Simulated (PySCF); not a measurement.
C$_{4}$H$_{10}$Cl$_{2}$Zr: excited-state calculation

System: C$_{4}$H$_{10}$Cl$_{2}$Zr.
Method: TDDFT wB97X-D/def2-SVPD, vertical, gas phase, core orbitals frozen in the response (PySCF 2.14.0).

The geometry comes from this level: PBE0-D3(BJ)/def2-SVP. It belongs to a series of runs on one base structure; here: two ligands: Cl to Et.

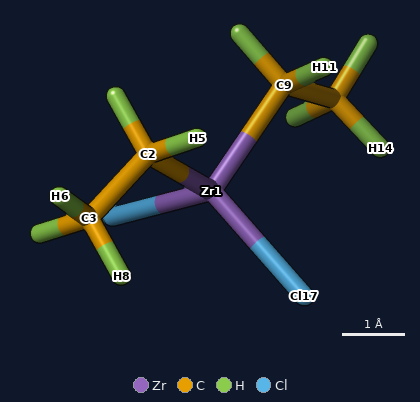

*The input geometry (stick view, seen at a tilt; atoms are numbered from 1 in the order of the input). Sticks mark near contacts.*

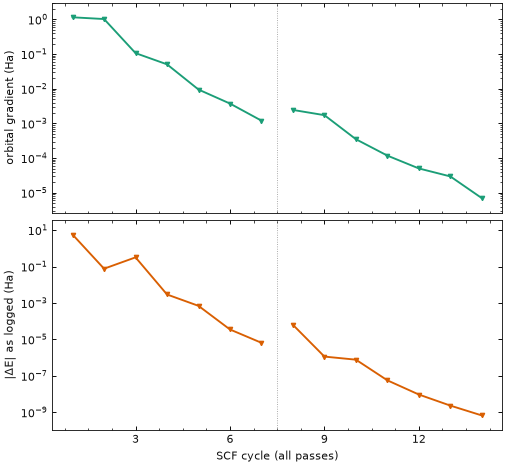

*Convergence of the self-consistent field: orbital gradient and size of the energy change against the SCF cycle. The dotted line marks the change from a coarse to the final integration grid.*

The first 7 cycles use a coarse grid, the final grid takes over at cycle 8, and the field converges after 14 cycles in all.

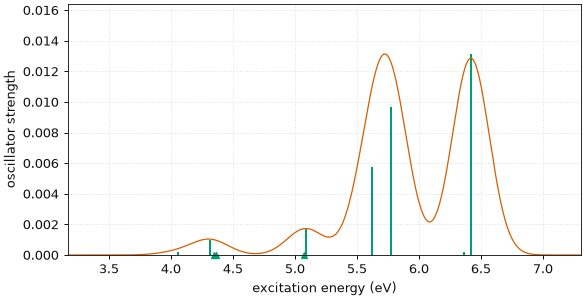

*Computed excitations as sticks (degenerate states added up, dark ones marked on the axis), with a Gaussian envelope of 0.35 eV full width at half maximum, scaled to the tallest.*

Of the 10 states the lowest lies at 4.06 eV (f = 0.000); the strongest line is at 6.42 eV, or 193 nm (f = 0.013).

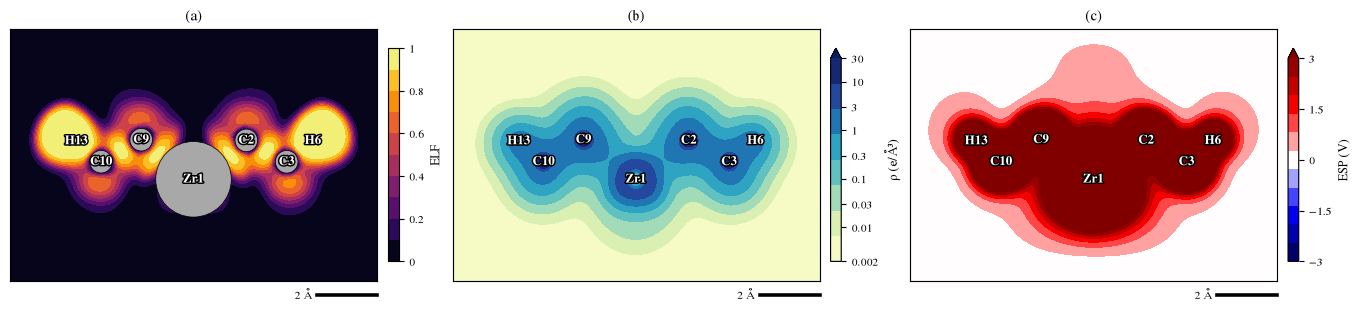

*(a) ELF; (b) total electron density; (c) molecular electrostatic potential on the plane of atoms C2, Zr1 and C9. Grey discs, where drawn, cover atomic cores.*

C–C (1.53 Å): ρ is about 1.6 e/Å³ halfway; the ELF peaks at about 0.95 between the atoms, which marks localised, shared-pair bonding. C–Zr (2.19 Å): ρ at the midpoint is about 0.79 e/Å³; the ELF peaks at about 0.95 in the valence shell of C, 0.7 Å from its nucleus, and is about 0.55 at the midpoint. The potential has no marked negative region in this plane.

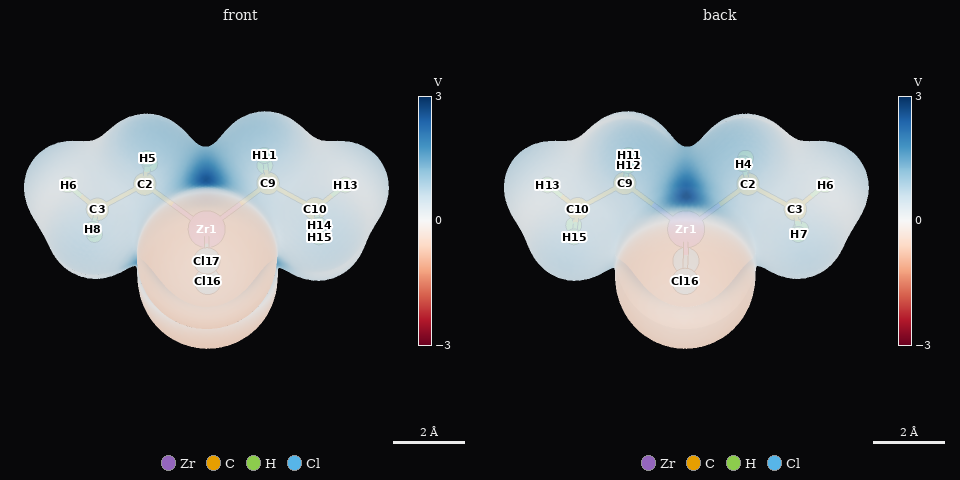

*The electrostatic potential painted on the density surface at 0.002 e/bohr³, seen face on and from behind; the colour scale runs from red (negative) to blue (positive).*

Its dipole moment is 2.23 D.

The input that produced these results follows, with the program's output.

### Input file
```
{"job": {"kind": "uv", "xc": "wB97X-D", "basis": "def2-SVPD", "ip": false, "nstates": 10}, "charge": 0, "multiplicity": 1}
Zr    -0.485204     0.078705    -0.470232
C     -0.780716    -0.111668     1.689069
C     -2.215725     0.067181     2.178599
H     -0.099578     0.628626     2.157175
H     -0.382040    -1.109672     1.964364
H     -2.303383    -0.047100     3.272542
H     -2.608646     1.066080     1.929104
H     -2.895875    -0.672434     1.725404
C      1.667419    -0.093496    -0.820840
C      2.069895    -0.004790    -2.291403
H      1.993842    -1.051890    -0.368764
H      2.146021     0.708303    -0.222307
H      3.163075    -0.056533    -2.431942
H      1.632579    -0.825905    -2.882170
H      1.735739     0.940307    -2.750270
Cl    -1.142812     2.242538    -1.114827
Cl    -1.523153    -1.758841    -1.503222
```

The first line tells a small driver script what to run in PySCF; the rest is the geometry in Å.

Run as:
```bash
OMP_NUM_THREADS=1 python <driver script> task.json out
```

### Output
```
coarse grid: 66280 points
cycle   1  E = -1125.2250590143  dE = -5.664e+00  |g| = 1.153e+00  |ddm| = 6.985e+00
cycle   2  E = -1125.3010444421  dE = -7.599e-02  |g| = 1.027e+00  |ddm| = 4.164e+00
cycle   3  E = -1125.6197795319  dE = -3.187e-01  |g| = 1.068e-01  |ddm| = 2.144e+00
cycle   4  E = -1125.6226960382  dE = -2.917e-03  |g| = 5.065e-02  |ddm| = 2.748e-01
cycle   5  E = -1125.6233892412  dE = -6.932e-04  |g| = 9.501e-03  |ddm| = 9.736e-02
cycle   6  E = -1125.6234242360  dE = -3.499e-05  |g| = 3.744e-03  |ddm| = 2.117e-02
cycle   7  E = -1125.6234307272  dE = -6.491e-06  |g| = 1.203e-03  |ddm| = 9.540e-03
final grid: 136448 points
cycle   8  E = -1125.6265669504  dE = -6.284e-05  |g| = 2.451e-03  |ddm| = 1.071e-01
cycle   9  E = -1125.6265680878  dE = -1.137e-06  |g| = 1.733e-03  |ddm| = 9.187e-03
cycle  10  E = -1125.6265688578  dE = -7.699e-07  |g| = 3.508e-04  |ddm| = 2.957e-03
cycle  11  E = -1125.6265689142  dE = -5.640e-08  |g| = 1.180e-04  |ddm| = 1.679e-03
cycle  12  E = -1125.6265689236  dE = -9.382e-09  |g| = 5.035e-05  |ddm| = 3.311e-04
cycle  13  E = -1125.6265689259  dE = -2.316e-09  |g| = 2.963e-05  |ddm| = 2.373e-04
cycle  14  E = -1125.6265689265  dE = -6.671e-10  |g| = 6.999e-06  |ddm| = 8.545e-05
converged SCF energy = -1125.6265689265

Static polarisability (au): isotropic 121.645, principal 111.215 114.286 139.436

Singlet excitations
state   eV       nm        f      main configurations
  1   4.0556    305.7   0.00020   H-1->L 0.96
  2   4.3142    287.4   0.00101   H->L 0.97
  3   4.3478    285.2   0.00000   H->L+1 0.93
  4   4.3641    284.1   0.00002   H-1->L+1 0.90
  5   5.0726    244.4   0.00000   H-1->L+2 0.96
  6   5.0862    243.8   0.00178   H->L+2 0.94
  7   5.6216    220.5   0.00577   H-1->L+3 0.84, H->L+5 0.09
  8   5.7770    214.6   0.00964   H->L+3 0.79, H-1->L+5 0.15
  9   6.3644    194.8   0.00018   H-2->L+1 0.92
 10   6.4199    193.1   0.01314   H-2->L 0.79, H-3->L+1 0.18

Triplet excitations (Tamm-Dancoff, eV): 3.7916 3.9072 3.9857 4.0689
```

### Summary

```json
{"quantity": "outcome", "value": "converged"}
{"quantity": "total energy", "value": "−1125.626569 hartree"}
{"quantity": "HOMO", "value": "−9.40 eV"}
{"quantity": "LUMO", "value": "−0.11 eV"}
{"quantity": "dipole moment", "value": "2.23 D"}
{"quantity": "mean polarisability", "value": "121.65 a.u."}
{"quantity": "lowest singlet excitation", "value": "4.06 eV"}
{"quantity": "hardware", "value": "1 CPU thread, shared host"}
{"quantity": "wall time", "value": "98 s"}
{"quantity": "peak memory", "value": "1.3 GiB"}
```

### Remarks

Spin–orbit coupling is left out, which matters for the heavy atoms.
